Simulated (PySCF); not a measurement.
**C₄H₇NOSi: a tour of settings**

Aim: see how C₄H₇NOSi (`N[SiH2]c1ccco1`) answers to the choice of functional, basis, grid and SCF options, and what happens with inputs that are wrong on purpose.

Computed with PySCF 2.14.0, with density-fitted response routines of our own, on a single molecule in the gas phase. Atoms are numbered from 0 throughout.

### 1 The starting structure

14 atoms, charge 0, multiplicity 1; geometry from: GFN2-xTB.

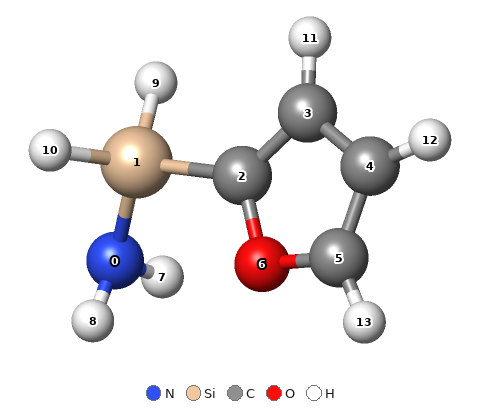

The starting geometry (nitrogen blue, silicon light orange, carbon grey, oxygen red, hydrogen white), atoms numbered.

### 2 Shielding tensors: PBE0/pcSseg-1

What the job is given:

```
{"job": {"kind": "nmr", "xc": "PBE0", "basis": "pcSseg-1"}, "charge": 0, "multiplicity": 1}
N      2.638618    -0.570416     0.554846
Si     1.662573     0.527161    -0.345459
C     -0.188645     0.217404    -0.182652
C     -1.290243     1.029525    -0.213606
C     -2.420956     0.200267    -0.043806
C     -1.933369    -1.064572     0.078551
O     -0.596318    -1.065900    -0.004145
H      2.611453    -0.526655     1.561509
H      2.664076    -1.535351     0.264162
H      1.938844     1.863794     0.179186
H      2.066067     0.340720    -1.740133
H     -1.284849     2.092501    -0.344470
H     -3.448576     0.500348    -0.013533
H     -2.419353    -2.009299     0.227383
```

Method: GIAO PBE0/pcSseg-1 NMR shielding, non-relativistic, gas phase.

The run is started by

```console
$ OMP_NUM_THREADS=1 python probes_run.py task.json out
```

One launch serves the whole session: the jobs run in the order shown.

The log of the run:

```text
coarse grid: 12456 points
cycle   1  E = -575.4970072075  dE =  1.166e+00  |g| = 5.560e-01  |ddm| = 3.506e+00
cycle   2  E = -575.4583521443  dE =  3.866e-02  |g| = 7.183e-01  |ddm| = 9.261e-01
cycle   3  E = -575.5622242669  dE = -1.039e-01  |g| = 7.640e-02  |ddm| = 5.270e-01
cycle   4  E = -575.5631423741  dE = -9.181e-04  |g| = 3.842e-02  |ddm| = 7.893e-02
cycle   5  E = -575.5634276809  dE = -2.853e-04  |g| = 1.321e-02  |ddm| = 3.705e-02
cycle   6  E = -575.5634633346  dE = -3.565e-05  |g| = 4.464e-03  |ddm| = 1.413e-02
cycle   7  E = -575.5634680053  dE = -4.671e-06  |g| = 6.180e-04  |ddm| = 4.315e-03
final grid: 116568 points
cycle   8  E = -575.6116393076  dE = -1.901e-05  |g| = 1.151e-02  |ddm| = 2.715e-02
cycle   9  E = -575.6116022543  dE =  3.705e-05  |g| = 1.829e-02  |ddm| = 1.764e-02
cycle  10  E = -575.6116635137  dE = -6.126e-05  |g| = 2.303e-03  |ddm| = 1.146e-02
cycle  11  E = -575.6116647503  dE = -1.237e-06  |g| = 2.886e-04  |ddm| = 2.157e-03
cycle  12  E = -575.6116647646  dE = -1.435e-08  |g| = 1.400e-04  |ddm| = 3.248e-04
cycle  13  E = -575.6116647695  dE = -4.820e-09  |g| = 2.422e-05  |ddm| = 1.344e-04
cycle  14  E = -575.6116647696  dE = -9.595e-11  |g| = 1.370e-05  |ddm| = 3.430e-05
converged SCF energy = -575.6116647696

GIAO shielding tensors (ppm)
atom      isotropic    diamagn.    paramagn.     s11        s22        s33       span
  0 N      260.173     318.499     -58.327    234.615    260.802    285.101     50.486
  1 Si     399.921     880.208    -480.287    359.780    391.328    448.655     88.875
  2 C       25.905     258.820    -232.915    -54.097     23.158    108.653    162.750
  3 C       61.248     255.306    -194.057    -36.754     60.573    159.925    196.679
  4 C       70.366     257.913    -187.547    -19.006     66.992    163.112    182.118
  5 C       34.816     251.344    -216.528    -44.372     40.228    108.592    152.964
  6 O       16.442     398.267    -381.825   -134.078    -80.996    264.398    398.476
  7 H       31.360      31.269       0.091     24.687     26.917     42.476     17.789
  8 H       30.966      31.248      -0.281     24.008     26.813     42.079     18.071
  9 H       26.678      29.297      -2.618     22.158     26.219     31.658      9.500
 10 H       26.520      28.847      -2.327     22.820     25.437     31.302      8.482
 11 H       24.826      33.087      -8.261     22.872     24.396     27.210      4.338
 12 H       25.053      31.468      -6.415     23.223     25.754     26.182      2.960
 13 H       23.955      30.216      -6.262     21.207     24.829     25.827      4.620
```

Run time: 20 s. Hardware: 1 thread of Arm Neoverse V1, shared host; peak memory 0.73 GiB.

Shifts follow as δ = σ(reference) − σ, with reference shieldings (ppm) from runs at the same level and on the same kind of geometry: ¹H TMS 31.72, ¹³C TMS 186.9, ²⁹Si TMS 349.2, ¹⁵N NH3 267.7, ¹⁷O H2O 336.1. The references are single molecules in the gas phase, so shifts against H2O, NH3, PH3, H3PO4 or CFCl3 are not on the usual liquid scales and can be off by tens of ppm. Atoms listed in one row are averaged.

```
  atoms                                          environment  σ (ppm)  δ (ppm)  δ scaled to CDCl3
     C2  substituted aromatic carbon next to the ring oxygen     25.9    161.0              155.2
     C5                  aromatic CH next to the ring oxygen     34.8    152.1              146.5
     C3                                          aromatic CH     61.2    125.7              120.7
     C4                                          aromatic CH     70.4    116.6              111.8
    H13   hydrogen on an aromatic CH next to the ring oxygen    23.95     7.76               7.42
    H11                           hydrogen on an aromatic CH    24.83     6.89               6.60
    H12                           hydrogen on an aromatic CH    25.05     6.66               6.39
H9, H10                 hydrogen on a silicon bonded to C, N    26.60     5.12                  –
 H7, H8                  hydrogen on a nitrogen bonded to Si    31.16     0.55                  –
     N0                           nitrogen bonded to Si, 2 H    260.2      7.6                  –
    Si1                          silicon bonded to C, N, 2 H    399.9    -50.8                  –
     O6                                 aromatic ring oxygen     16.4    319.6                  –
```

The scaled column applies a straight-line fit of computed shieldings to shifts measured in CDCl3 (root-mean-square error 0.16 ppm for H, 1.9 ppm for C).

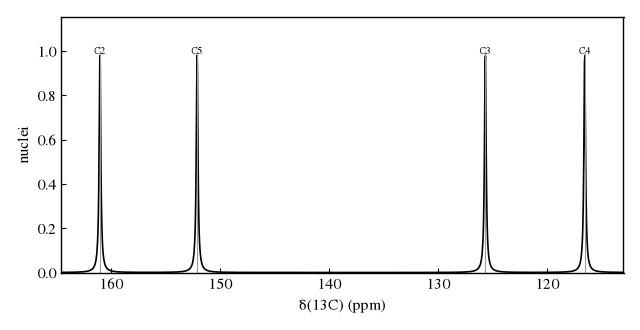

¹³C lines at the computed shifts, without couplings. Lines are broadened to a width of 0.18 ppm (Lorentzian).

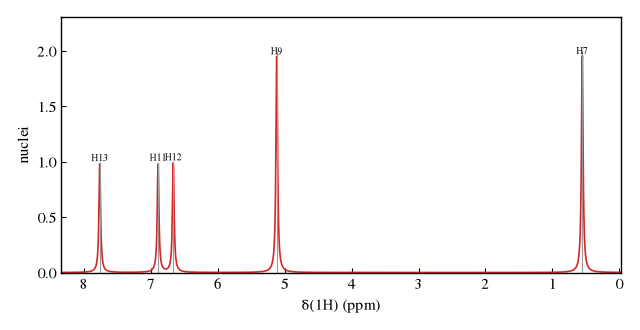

¹H lines at the computed shifts, without couplings. Lines are broadened to a width of 0.03 ppm (Lorentzian).

Charges from the same density, by scheme (e):

```
atoms  Mulliken    IAO  Hirshfeld  ESP fit
   N0     -0.63  -0.84      -0.32    -0.96
  Si1      0.79   0.91       0.37     0.58
   C2     -0.08  -0.16      -0.06    -0.03
   C3     -0.14  -0.21      -0.09    -0.24
   C4     -0.16  -0.23      -0.09    -0.19
   C5      0.16   0.01       0.01    -0.09
   O6     -0.38  -0.23      -0.07    -0.12
```

Hirshfeld charges:

N0 -0.32; Si1 0.37; C2 -0.06; C3 -0.09; C4 -0.09; C5 0.01; O6 -0.07; H7 0.12; H8 0.12; H9 -0.08; H10 -0.08; H11 0.06; H12 0.06; H13 0.06

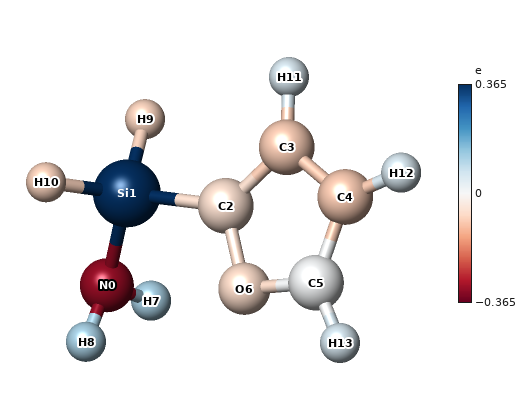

Hirshfeld charges, as colours on the atoms.

Mayer bond orders: N0–Si1 1.07, Si1–C2 0.82, C2–C3 1.55, C3–C4 1.28, C4–C5 1.58, C5–O6 1.10, O6–C2 1.02.

Ring of atoms C2, C3, C4, C5, O6: NICS(0) -12.1, NICS(1) -11.0, NICS(1)zz -28.3 ppm (means of both faces).

### 3 TDDFT and polarisability: PBE0/def2-SVPD

Same as in step 2 but for these lines:

```diff
@@ -1,2 +1,2 @@
-{"job": {"kind": "nmr", "xc": "PBE0", "basis": "pcSseg-1"}, "charge": 0, "multiplicity": 1}
+{"job": {"kind": "uv", "xc": "PBE0", "basis": "def2-SVPD", "nstates": 6, "ntriplets": 2}, "charge": 0, "multiplicity": 1}
 N      2.638618    -0.570416     0.554846
```

Level: TDDFT PBE0/def2-SVPD, vertical, gas phase, core orbitals frozen in the response.

The log of the run:

```text
coarse grid: 12456 points
cycle   1  E = -575.2328443255  dE =  1.108e+00  |g| = 5.283e-01  |ddm| = 6.943e+00
cycle   2  E = -575.1905999239  dE =  4.224e-02  |g| = 6.991e-01  |ddm| = 2.394e+00
cycle   3  E = -575.2951369057  dE = -1.045e-01  |g| = 7.042e-02  |ddm| = 1.320e+00
cycle   4  E = -575.2959190759  dE = -7.822e-04  |g| = 3.797e-02  |ddm| = 1.572e-01
cycle   5  E = -575.2962192439  dE = -3.002e-04  |g| = 1.271e-02  |ddm| = 7.699e-02
cycle   6  E = -575.2962537988  dE = -3.455e-05  |g| = 4.265e-03  |ddm| = 3.133e-02
cycle   7  E = -575.2962582323  dE = -4.434e-06  |g| = 5.132e-04  |ddm| = 8.849e-03
final grid: 116568 points
cycle   8  E = -575.3738461914  dE = -1.968e-05  |g| = 1.061e-02  |ddm| = 1.185e-01
cycle   9  E = -575.3738117510  dE =  3.444e-05  |g| = 1.702e-02  |ddm| = 3.599e-02
cycle  10  E = -575.3738683795  dE = -5.663e-05  |g| = 2.158e-03  |ddm| = 2.169e-02
cycle  11  E = -575.3738695295  dE = -1.150e-06  |g| = 2.409e-04  |ddm| = 4.496e-03
cycle  12  E = -575.3738695401  dE = -1.058e-08  |g| = 1.279e-04  |ddm| = 7.504e-04
cycle  13  E = -575.3738695442  dE = -4.129e-09  |g| = 2.152e-05  |ddm| = 2.688e-04
cycle  14  E = -575.3738695443  dE = -8.367e-11  |g| = 1.315e-05  |ddm| = 6.618e-05
converged SCF energy = -575.3738695443

Static polarisability (au): isotropic 82.184, principal 60.433 80.130 105.988

Singlet excitations
state   eV       nm        f      main configurations
  1   5.6646    218.9   0.22547   H->L 0.85, H->L+1 0.11
  2   6.0564    204.7   0.01608   H-1->L 0.77, H->L+1 0.19
  3   6.1243    202.4   0.07790   H->L+1 0.65, H-1->L 0.16, H->L 0.12
  4   6.5498    189.3   0.00149   H->L+2 0.92
  5   6.6318    187.0   0.00218   H-2->L 0.40, H-1->L+1 0.22, H->L+3 0.22
  6   6.6628    186.1   0.03701   H-1->L+1 0.69, H-2->L 0.10

Triplet excitations (Tamm-Dancoff, eV): 3.8267 5.2998
```

Wall time 31 s (1 thread of Arm Neoverse V1, shared host); peak memory 0.83 GiB.

The orbitals next to the gap, with their largest atomic shares:

```
orbital     eV                        atoms
 HOMO−3  -9.71  Si1 36 %, H10 26 %, H9 17 %
 HOMO−2  -8.18    C4 28 %, C3 27 %, O6 24 %
 HOMO−1  -7.54    N0 62 %, Si1 11 %, C2 8 %
   HOMO  -6.64    C2 27 %, C5 25 %, C3 14 %
   LUMO  -0.26    C2 17 %, C5 15 %, O6 14 %
 LUMO+1   0.45    Si1 27 %, O6 12 %, N0 9 %
 LUMO+2   1.07  Si1 17 %, C3 16 %, H11 12 %
```

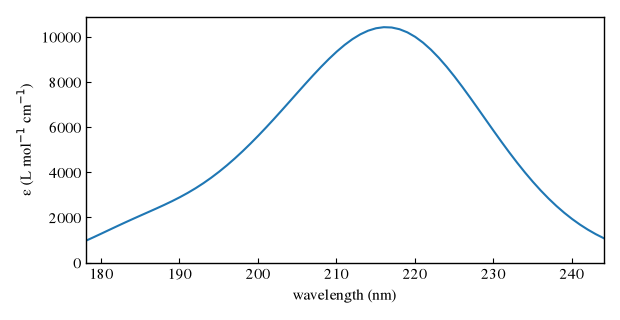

Absorption spectrum: each of the 6 states is a Gaussian band of 0.4 eV half-width at 1/e. Beyond the last state computed it falls off for lack of states.

Ground-state properties from the same run:

```
           property  computed
  dipole moment (D)      1.30
polarisability (Å³)     12.18
 HOMO–LUMO gap (eV)      6.38
      −ε(HOMO) (eV)      6.64
```

### 4 Shielding tensors: KT2/6-311G**

Same as in step 3 but for these lines:

```diff
@@ -1,2 +1,2 @@
-{"job": {"kind": "uv", "xc": "PBE0", "basis": "def2-SVPD", "nstates": 6, "ntriplets": 2}, "charge": 0, "multiplicity": 1}
+{"job": {"kind": "nmr", "xc": "KT2", "basis": "6-311G**", "pop": true, "scf": {"aux": "def2-qzvpp-jkfit"}}, "charge": 0, "multiplicity": 1}
 N      2.638618    -0.570416     0.554846
```

Level: GIAO KT2/6-311G** NMR shielding, non-relativistic, gas phase.

The log of the run:

```text
final grid: 116568 points
cycle   1  E = -583.3980439960  dE =  1.021e+00  |g| = 7.610e-01  |ddm| = 3.218e+00
cycle   2  E = -583.1377081077  dE =  2.603e-01  |g| = 1.326e+00  |ddm| = 1.683e+00
cycle   3  E = -583.5120336713  dE = -3.743e-01  |g| = 2.133e-01  |ddm| = 1.225e+00
cycle   4  E = -583.5200243044  dE = -7.991e-03  |g| = 1.088e-01  |ddm| = 2.391e-01
cycle   5  E = -583.5226585187  dE = -2.634e-03  |g| = 3.262e-02  |ddm| = 1.041e-01
cycle   6  E = -583.5229191369  dE = -2.606e-04  |g| = 9.450e-03  |ddm| = 3.720e-02
cycle   7  E = -583.5229396187  dE = -2.048e-05  |g| = 3.052e-03  |ddm| = 1.067e-02
cycle   8  E = -583.5229415766  dE = -1.958e-06  |g| = 1.253e-03  |ddm| = 3.380e-03
cycle   9  E = -583.5229420059  dE = -4.293e-07  |g| = 2.755e-04  |ddm| = 1.409e-03
cycle  10  E = -583.5229420254  dE = -1.945e-08  |g| = 7.945e-05  |ddm| = 2.988e-04
cycle  11  E = -583.5229420263  dE = -9.502e-10  |g| = 5.062e-05  |ddm| = 1.060e-04
cycle  12  E = -583.5229420269  dE = -6.060e-10  |g| = 6.912e-06  |ddm| = 3.838e-05
converged SCF energy = -583.5229420269

GIAO shielding tensors (ppm)
atom      isotropic    diamagn.    paramagn.     s11        s22        s33       span
  0 N      264.504     325.342     -60.838    240.008    265.122    288.383     48.375
  1 Si     413.379     885.630    -472.251    370.686    403.428    466.023     95.337
  2 C       44.269     263.555    -219.286    -21.116     38.542    115.381    136.497
  3 C       79.916     261.149    -181.233     -6.105     80.306    165.546    171.650
  4 C       87.144     261.340    -174.196      7.202     85.277    168.953    161.752
  5 C       52.986     258.701    -205.715    -14.891     57.965    115.882    130.773
  6 O       33.616     396.507    -362.892   -111.686    -50.554    263.086    374.772
  7 H       31.902      31.461       0.441     25.682     27.817     42.208     16.526
  8 H       31.534      31.411       0.123     25.094     27.746     41.762     16.667
  9 H       26.705      30.143      -3.438     22.286     26.331     31.500      9.214
 10 H       26.499      29.737      -3.238     22.882     25.583     31.032      8.150
 11 H       25.407      32.852      -7.445     23.633     24.994     27.594      3.961
 12 H       25.615      30.796      -5.181     23.918     26.360     26.568      2.651
 13 H       24.337      30.622      -6.285     21.836     24.985     26.190      4.353
```

Run time: 31 s. Hardware: 1 thread of Arm Neoverse V1, shared host; peak memory 0.55 GiB.

This run: δ C2 148.1, C5 139.4, C3 112.5, C4 105.2, H13 7.76, H11 6.69 ppm.

### 5 Shielding tensors: PBE0/pcSseg-1

Same as in step 4 but for these lines:

```diff
@@ -1,2 +1,2 @@
-{"job": {"kind": "nmr", "xc": "KT2", "basis": "6-311G**", "pop": true, "scf": {"aux": "def2-qzvpp-jkfit"}}, "charge": 0, "multiplicity": 1}
+{"job": {"kind": "nmr", "xc": "PBE0", "basis": "pcSseg-1", "pop": false, "scf": {"level_shift": 0.2}}, "charge": 0, "multiplicity": 1}
 N      2.638618    -0.570416     0.554846
```

Method: GIAO PBE0/pcSseg-1 NMR shielding, non-relativistic, gas phase.

The log of the run:

```text
final grid: 116568 points
cycle   1  E = -575.5392713373  dE =  1.173e+00  |g| = 5.565e-01  |ddm| = 3.454e+00
cycle   2  E = -575.5661222415  dE = -2.685e-02  |g| = 5.099e-01  |ddm| = 6.643e-01
cycle   3  E = -575.6103962647  dE = -4.427e-02  |g| = 7.112e-02  |ddm| = 2.487e-01
cycle   4  E = -575.6113994421  dE = -1.003e-03  |g| = 3.590e-02  |ddm| = 7.544e-02
cycle   5  E = -575.6116556936  dE = -2.563e-04  |g| = 5.565e-03  |ddm| = 2.803e-02
cycle   6  E = -575.6116631035  dE = -7.410e-06  |g| = 2.563e-03  |ddm| = 8.289e-03
cycle   7  E = -575.6116646162  dE = -1.513e-06  |g| = 7.224e-04  |ddm| = 2.565e-03
cycle   8  E = -575.6116647492  dE = -1.330e-07  |g| = 2.357e-04  |ddm| = 9.884e-04
cycle   9  E = -575.6116647675  dE = -1.828e-08  |g| = 5.966e-05  |ddm| = 3.891e-04
cycle  10  E = -575.6116647693  dE = -1.839e-09  |g| = 1.662e-05  |ddm| = 1.416e-04
cycle  11  E = -575.6116647695  dE = -2.442e-10  |g| = 7.003e-06  |ddm| = 5.500e-05
level shift removed, Fock matrix diagonalised once more
converged SCF energy = -575.6116647695

GIAO shielding tensors (ppm)
atom      isotropic    diamagn.    paramagn.     s11        s22        s33       span
  0 N      260.171     318.500     -58.328    234.615    260.800    285.099     50.484
  1 Si     399.921     880.208    -480.287    359.780    391.328    448.656     88.875
  2 C       25.906     258.820    -232.914    -54.097     23.159    108.654    162.750
  3 C       61.249     255.306    -194.057    -36.753     60.574    159.925    196.678
  4 C       70.366     257.913    -187.547    -19.006     66.992    163.112    182.118
  5 C       34.815     251.344    -216.529    -44.373     40.228    108.591    152.964
  6 O       16.442     398.267    -381.825   -134.077    -80.995    264.398    398.474
  7 H       31.360      31.269       0.091     24.687     26.917     42.476     17.789
  8 H       30.966      31.248      -0.281     24.008     26.813     42.078     18.071
  9 H       26.678      29.297      -2.618     22.158     26.219     31.658      9.500
 10 H       26.520      28.847      -2.327     22.820     25.437     31.302      8.482
 11 H       24.826      33.087      -8.261     22.872     24.396     27.210      4.338
 12 H       25.053      31.468      -6.415     23.222     25.754     26.182      2.960
 13 H       23.955      30.216      -6.262     21.208     24.829     25.827      4.620
```

Run time: 19 s. Hardware: 1 thread of Arm Neoverse V1, shared host; peak memory 0.71 GiB.

Key values: δ C2 161.0, C5 152.1, C3 125.7, C4 116.6, H13 7.76, H11 6.89 ppm.

### 6 Shielding tensors: B97-2/STO-3G

Same as in step 5 but for these lines:

```diff
@@ -1,2 +1,2 @@
-{"job": {"kind": "nmr", "xc": "PBE0", "basis": "pcSseg-1", "pop": false, "scf": {"level_shift": 0.2}}, "charge": 0, "multiplicity": 1}
+{"job": {"kind": "nmr", "xc": "B97-2", "basis": "STO-3G", "pop": true, "scf": {"max_cycle": 8}}, "charge": 0, "multiplicity": 1}
 N      2.638618    -0.570416     0.554846
```

Method: GIAO B97-2/STO-3G NMR shielding, non-relativistic, gas phase.

The log of the run:

```text
final grid: 116568 points
cycle   1  E = -569.0116459559  dE =  1.243e+00  |g| = 5.106e-01  |ddm| = 5.066e+00
cycle   2  E = -568.9996443368  dE =  1.200e-02  |g| = 5.799e-01  |ddm| = 1.427e+00
cycle   3  E = -569.0956304722  dE = -9.599e-02  |g| = 8.216e-02  |ddm| = 7.888e-01
cycle   4  E = -569.0972752118  dE = -1.645e-03  |g| = 3.558e-02  |ddm| = 1.409e-01
cycle   5  E = -569.0976413498  dE = -3.661e-04  |g| = 1.050e-02  |ddm| = 5.532e-02
cycle   6  E = -569.0976752461  dE = -3.390e-05  |g| = 1.973e-03  |ddm| = 1.524e-02
cycle   7  E = -569.0976764595  dE = -1.213e-06  |g| = 4.695e-04  |ddm| = 3.256e-03
cycle   8  E = -569.0976765139  dE = -5.434e-08  |g| = 2.761e-04  |ddm| = 1.006e-03
SCF not converged, last energy = -569.0976765139
```

Run time: 1.9 s. Hardware: 1 thread of Arm Neoverse V1, shared host; peak memory 0.47 GiB.

Why it failed: The cap of 8 cycles ended the SCF at a gradient of 2.8e-04. The remedy is to raise the cap. Numbers printed on the way are no properties of the molecule.

### 7 Summary of results

| quantity | value |
| --- | --- |
| ¹³C shifts against TMS (PBE0/pcSseg-1) | 161.0, 152.1, 125.7, 116.6 ppm |
| ¹H shifts against TMS (PBE0/pcSseg-1, means over atoms taken as alike) | 7.76, 6.89, 6.66, 5.12, 0.55 ppm |
| ¹⁵N shifts against NH3 (PBE0/pcSseg-1) | 7.6 ppm |
| ²⁹Si shifts against TMS (PBE0/pcSseg-1) | -50.8 ppm |
| ¹⁷O shifts against H2O (PBE0/pcSseg-1) | 319.6 ppm |
| lowest singlet (PBE0/def2-SVPD) | 5.66 eV (219 nm), f = 0.225 |
| lowest triplet | 3.83 eV |
| property runs in this session | 5, of which 1 failed and 0 gave unsound results |

In words: Single values in the summary come from the first sound run of each kind (PBE0/pcSseg-1; PBE0/def2-SVPD), which need not be the best level. At PBE0/pcSseg-1: Shielding is most anisotropic at O6 (span 398 ppm, paramagnetic term -382 ppm). NICS(1)zz of -28 ppm above the planar ring from C2 marks a diatropic (aromatic) ring current. The lowest singlet, at 5.66 eV, is HOMO→LUMO 0.85, HOMO→LUMO+1 0.11 and is bright. The lowest triplet lies 1.84 eV below the lowest singlet (triplets in Tamm-Dancoff, singlets in full TDDFT).
